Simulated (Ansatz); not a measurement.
# CH7BNP (SMILES CB(N)P) at B3LYP/6-31G(d) (Cartesian functions)

Aim: the vertical ionisation energy of CH7BNP at B3LYP/6-31G* (Cartesian functions), from 2 runs. 

Program for the calculation: Ansatz 0.2.0.

94 further runs of the same task are left out: 94 set aside as unsound or not needed.

### Step 1. The system as given

CH7BNP has 11 atoms, charge 0, and is taken as a singlet. SMILES: `CB(N)P`. The coordinates come from a PBE0-D4/def2-TZVP relaxation. This is one conformer, not always the lowest.

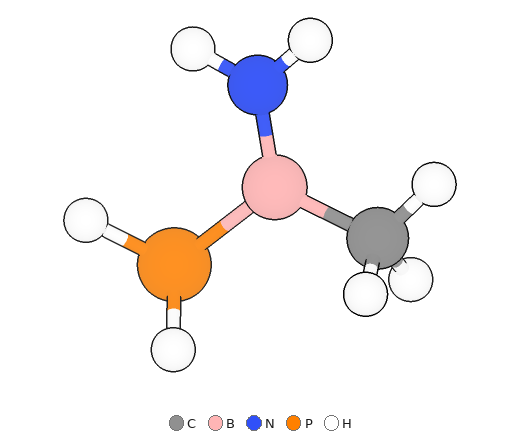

The structure, seen from a chosen angle (carbon grey, boron pink, nitrogen blue, phosphorus orange, hydrogen white).

### Step 2. A single-point energy at B3LYP/6-31G(d) (Cartesian functions)

The input, run.yaml:

```yaml
crystal:
  periodic: [false, false, false]
  atoms:
    - {symbol: C, position_ang: [-1.093200, 0.922600, -0.128000]}
    - {symbol: B, position_ang: [0.002900, -0.179800, 0.111900]}
    - {symbol: N, position_ang: [0.427100, -0.495900, 1.401400]}
    - {symbol: P, position_ang: [0.670900, -1.204900, -1.389100]}
    - {symbol: H, position_ang: [-1.903500, 0.553200, -0.763700]}
    - {symbol: H, position_ang: [-1.537000, 1.299300, 0.798300]}
    - {symbol: H, position_ang: [-0.659600, 1.776600, -0.659200]}
    - {symbol: H, position_ang: [1.134100, -1.179200, 1.611000]}
    - {symbol: H, position_ang: [0.043300, -0.049800, 2.218400]}
    - {symbol: H, position_ang: [2.007200, -1.393300, -0.948800]}
    - {symbol: H, position_ang: [0.973300, -0.105700, -2.231400]}
basis:
  gaussian:
    orbitals: "6-31G*"
total_charge: 0
hamiltonian:
  xc: {name: B3LYP}
accuracy: high
output: {orbitals: {seedname: orbitals}}
```

Launch:

```sh
$ ansatz run run.yaml --threads 1 --pin off --max-ram 3480MiB --events-out events.jsonl --progress --plain --runs-dir runs
```

What it wrote:

```text
Warning: RAYON_NUM_THREADS=1 ignored (pool sized by the plan → 1); use --threads N
Functional definition: B3LYP
  name "B3LYP"
  parameter a0 = 0.2
  parameter ax = 0.72
  parameter ac = 0.81
  exchange = (1 - a0 - ax)*slater_x + ax*b88_x + a0*exact_x
  correlation = (1 - ac)*vwn_rpa_c + ac*lyp_c
1817 factors; integrals over basis functions are off by at most 3.9e-9 eV
mean field evaluation 1: about -12599.4935 eV, gradient 6.1e1 eV
mean field evaluation 2: about -12593.2053 eV, gradient 7.9e1 eV
mean field evaluation 4: about -12607.5385 eV, gradient 3.2e0 eV
mean field evaluation 8: about -12607.7333 eV, gradient 2.6e-1 eV
mean field evaluation 16: about -12607.7335 eV, gradient 2.1e-5 eV
mean field -12607.73353438 eV, -463.3256615598 hartree, gradient 8.9e-8 eV, S^2 0.000000; 0 other end points of the search recorded, 0 dependent functions left out
reference -12607.73357186 eV, -463.3256629369 hartree; 20, 20 occupied and 58, 58 virtual orbitals, 1817 factors
Total energy: -12607.73357186 eV, -463.3256629369 hartree
```

Run time: 3.9 s. Hardware: 1 thread of Intel Xeon 6975P-C (Granite Rapids), shared host; peak memory 0.27 GiB.

### Step 3. The doublet cation, same level

The input, input.yaml:

```yaml
crystal:
  periodic: [false, false, false]
  atoms:
    - symbol: C
      position_ang: [-1.093200, 0.922600, -0.128000]
    - symbol: B
      position_ang: [0.002900, -0.179800, 0.111900]
    - symbol: N
      position_ang: [0.427100, -0.495900, 1.401400]
    - symbol: P
      position_ang: [0.670900, -1.204900, -1.389100]
    - symbol: H
      position_ang: [-1.903500, 0.553200, -0.763700]
    - symbol: H
      position_ang: [-1.537000, 1.299300, 0.798300]
    - symbol: H
      position_ang: [-0.659600, 1.776600, -0.659200]
    - symbol: H
      position_ang: [1.134100, -1.179200, 1.611000]
    - symbol: H
      position_ang: [0.043300, -0.049800, 2.218400]
    - symbol: H
      position_ang: [2.007200, -1.393300, -0.948800]
    - symbol: H
      position_ang: [0.973300, -0.105700, -2.231400]
basis:
  gaussian:
    orbitals: "6-31G*"
hamiltonian:
  xc: {name: B3LYP}
accuracy: high
magnetization:
  spin_polarized: true
  initial_magnetization: 1
output:
  orbitals: {seedname: orbitals}
total_charge: 1
```

Launch:

```sh
$ ansatz run input.yaml --threads 1 --pin off --max-ram 3480MiB --events-out events.jsonl --progress --plain --runs-dir runs
```

What it wrote:

```text
Warning: RAYON_NUM_THREADS=1 ignored (pool sized by the plan → 1); use --threads N
Functional definition: B3LYP
  name "B3LYP"
  parameter a0 = 0.2
  parameter ax = 0.72
  parameter ac = 0.81
  exchange = (1 - a0 - ax)*slater_x + ax*b88_x + a0*exact_x
  correlation = (1 - ac)*vwn_rpa_c + ac*lyp_c
1818 factors; integrals over basis functions are off by at most 3.9e-9 eV
mean field evaluation 1: about -12582.0837 eV, gradient 6.1e1 eV
mean field evaluation 2: about -12524.6372 eV, gradient 1.0e2 eV
mean field evaluation 4: about -12598.3028 eV, gradient 7.6e0 eV
mean field evaluation 8: about -12598.6438 eV, gradient 4.8e-1 eV
mean field evaluation 16: about -12598.8252 eV, gradient 4.5e-3 eV
mean field evaluation 32: about -12598.8252 eV, gradient 7.1e-8 eV
mean field -12598.82516902 eV, -462.9982851711 hartree, gradient 7.2e-8 eV, S^2 0.756064; 2 other end points of the search recorded, 0 dependent functions left out
reference -12598.82520566 eV, -462.9982865177 hartree; 20, 19 occupied and 58, 59 virtual orbitals, 1818 factors
Total energy: -12598.82520566 eV, -462.9982865177 hartree
```

It took 8.1 s on 1 thread of Intel Xeon 6975P-C (Granite Rapids), shared host; peak memory 0.38 GiB.

### Step 4. Outcome

At B3LYP/6-31G* (Cartesian functions):

| quantity | value |
| --- | --- |
| singlet CH7BNP: total energy | -463.32566 Eh |
| singlet CH7BNP: HOMO energy | -6.42 eV |
| singlet CH7BNP: LUMO energy | 0.64 eV |
| singlet CH7BNP: HOMO–LUMO gap | 7.06 eV |
| doublet cation: total energy | -462.99829 Eh |
| doublet cation: HOMO energy (highest over α and β) | -13.35 eV |
| doublet cation: LUMO energy (lowest over α and β) | -11.32 eV |
| doublet cation: ⟨S²⟩ | 0.756 |
| vertical ionisation energy (to the doublet cation) | 8.908 eV |

In words: The vertical ionisation energy comes to 8.91 eV (205 kcal/mol). −ε(HOMO) before ionisation, 6.42 eV, is 2.49 eV below this ionisation energy.
